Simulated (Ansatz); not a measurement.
# Calculations on SiH3TeF

### Relaxation

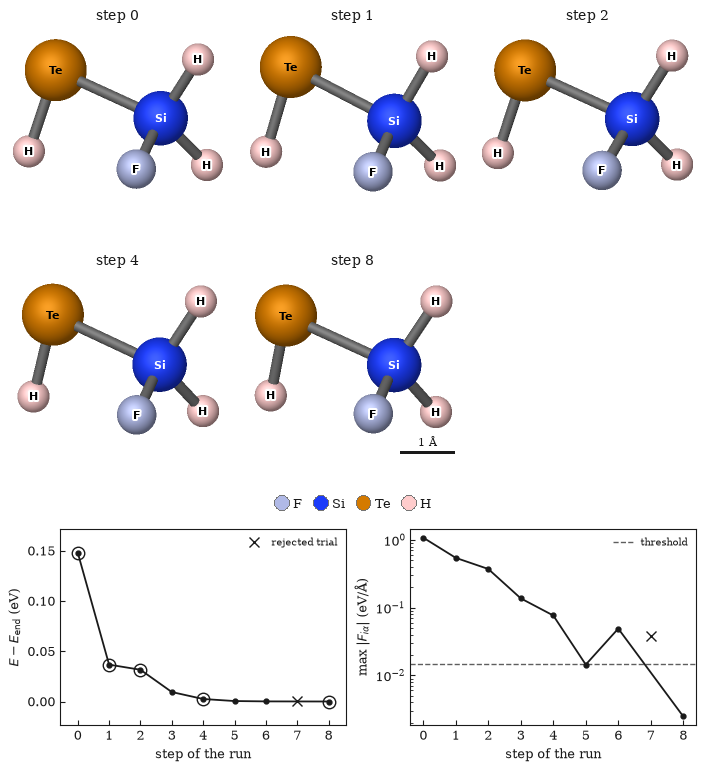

Frames of a relaxation of SiH₃TeF, marked on the history of the run. Style: ball-and-stick. Shown at a tilt.

The run prepares an end point of a later path (torsion) calculation, from a guessed geometry.

Level of theory: RKS revPBE-D4/def2-SVP (Ansatz 0.2.0). Settings: no spin polarisation; force threshold 0.015 eV/Å; at most 40 steps.

> Describe the path.

Over 7 accepted moves (8 points after the start) the energy falls by 0.148 eV. Largest force component: 1.1 eV/Å at the start, 0.0025 eV/Å at the end. The line search rejected the trial step at point 7 of the run. The forces were under the threshold at step 5, but the run went on from there. The largest move after the best rigid fit is that of an H atom, 0.25 Å. Largest moves by element: H 0.25 Å, F 0.18 Å, Te 0.15 Å, Si 0.09 Å. Among the contacts that change: H–Si 1.448 → 1.500 Å, H–Te 1.643 → 1.683 Å, Si–Te 2.472 → 2.508 Å, F–Si 1.613 → 1.646 Å. Bond angles that change, for instance: Te–Si–H 115.6° → 110.3°, F–Si–H 102.5° → 107.2°, F–Si–H 104.6° → 108.3°. From step 0 to 1: the F atom moves most (0.12 Å), energy −0.111 eV. From step 1 to 2: the F atom moves most (0.12 Å), energy −0.005 eV. From step 2 to 4: an H atom moves most (0.13 Å), energy −0.029 eV. From step 4 to 8: an H atom moves most (0.09 Å), energy −0.002 eV.

### Relaxation

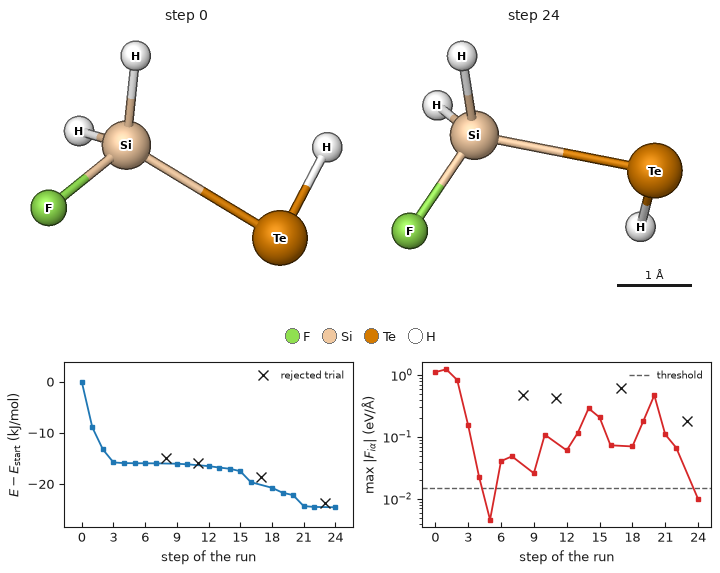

First and last geometry of a relaxation of SiH3TeF, with the history of the run. Style: ball-and-stick. Shown at a tilt.

The run prepares an end point of a later path (torsion) calculation, from a guessed geometry.

All numbers below come from Ansatz, RKS revPBE-D4/def2-SVP.

Input file:
```yaml
crystal:
  periodic: [false, false, false]
  atoms:
    - { symbol: F, position_ang: [-1.72579, 0.12276, 0.23337] }
    - { symbol: Si, position_ang: [-0.32162, -0.09859, -0.5289] }
    - { symbol: Te, position_ang: [1.47309, -0.6877, 1.06602] }
    - { symbol: H, position_ang: [-0.55651, -1.2282, -1.40376] }
    - { symbol: H, position_ang: [-0.14625, 1.15798, -1.23314] }
    - { symbol: H, position_ang: [2.56895, -0.79835, -0.15316] }
basis:
  gaussian: { orbitals: def2-SVP }
hamiltonian:
  xc: revpbe
  dispersion: d4
relax:
  f_tol: 0.015
  max_steps: 40
```

Run as
```bash
ansatz run input.yaml --threads 1 --pin off --max-ram 2048MiB --backend cpu --events-out ev --progress --plain --runs-dir out
```

Did the run converge, and what did it change?

It converged. Over 20 accepted moves (24 points after the start) the energy falls by 24.5 kJ/mol. Largest force component: 1.1 eV/Å at the start, 0.0099 eV/Å at the end. The line search rejected the trial steps at points 8, 11, 17, 23 of the run. The forces were under the threshold at step 5, but the run went on from there. The largest move after the best rigid fit is that of H6, 1.22 Å. By element the largest moves are H 1.22 Å, Te 1.04 Å, F 0.50 Å, Si 0.15 Å. Some distances before and after: Si2–H4 1.448 → 1.500 Å, Te3–H6 1.643 → 1.683 Å, Si2–Te3 2.472 → 2.509 Å, F1–Si2 1.613 → 1.646 Å. Among the angles between lasting bonds that change: Te3–Si2–H5 115.6° → 106.0°, F1–Si2–H5 102.5° → 108.2°, F1–Si2–H4 104.6° → 107.2°. Groups turn about Si2–Te3 by about 100°.

### Path

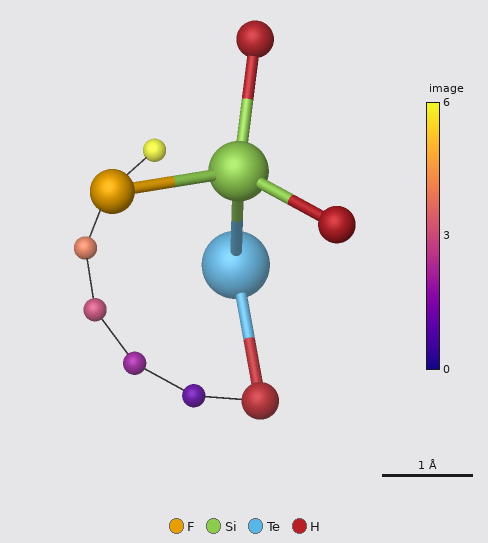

A search for the minimum-energy path of SiH₃TeF by the nudged elastic band. Images are numbered from 0 (start) to 6 (end). The start is drawn whole; smaller spheres mark the moving atoms (H) in the later images, joined by lines and coloured by the number of the image. The picture is a ball-and-stick view, seen from a free direction.

All numbers below come from RKS revPBE-D4/def2-SVP in Ansatz.

The input:
```yaml
crystal:
  periodic: [false, false, false]
  atoms:
    - { symbol: F, position_ang: [-1.887159, 0.04587, 0.210999] }
    - { symbol: Si, position_ang: [-0.404126, -0.108997, -0.486156] }
    - { symbol: Te, position_ang: [1.373289, -0.751561, 1.162758] }
    - { symbol: H, position_ang: [-0.466247, -1.227841, -1.483716] }
    - { symbol: H, position_ang: [-0.072161, 1.207878, -1.121755] }
    - { symbol: H, position_ang: [1.456413, 0.834641, 1.71788] }
basis:
  gaussian: { orbitals: def2-SVP }
hamiltonian:
  xc: revpbe
  dispersion: d4
neb:
  order_check: false
  images: 5
  f_tol: 0.05
  max_iterations: 60
  initial_path: idpp
  final_atoms:
    - { symbol: F, position_ang: [-1.88350587, 0.18809656, 0.19886421] }
    - { symbol: Si, position_ang: [-0.3931444, 0.10858546, -0.49499479] }
    - { symbol: Te, position_ang: [1.44817638, 0.70215093, 1.10307781] }
    - { symbol: H, position_ang: [-0.21173582, -1.29254367, -0.99816762] }
    - { symbol: H, position_ang: [-0.33187215, 1.12746756, -1.59469757] }
    - { symbol: H, position_ang: [1.37209086, -0.83376683, 1.78592796] }
```

Command:
```bash
ansatz run input.yaml --threads 1 --pin off --max-ram 2048MiB --backend cpu --events-out ev --progress --plain --runs-dir out
```

> Describe the path and its energy.

The motion is a rotation about the Si–Te bond by about 155°. No bond forms or breaks between the ends. Among the angles between lasting bonds that change up to the highest image: Te–Si–H 106.0° → 111.2°, F–Si–Te 112.6° → 107.5°. The barrier is about 2.65 kcal/mol in both directions, with image 3 at the top; the ends have the same energy. The band converged in 7 iterations. The largest component of the band force went from 1.4 to 0.015 eV/Å. The climbing image converged on the top of the path. Its vibrational analysis gives one imaginary mode (188i cm⁻¹), as a transition state must have.

Cost: 71 s on 1 thread of Arm Neoverse V2, on a shared host, peak memory 0.13 GiB.
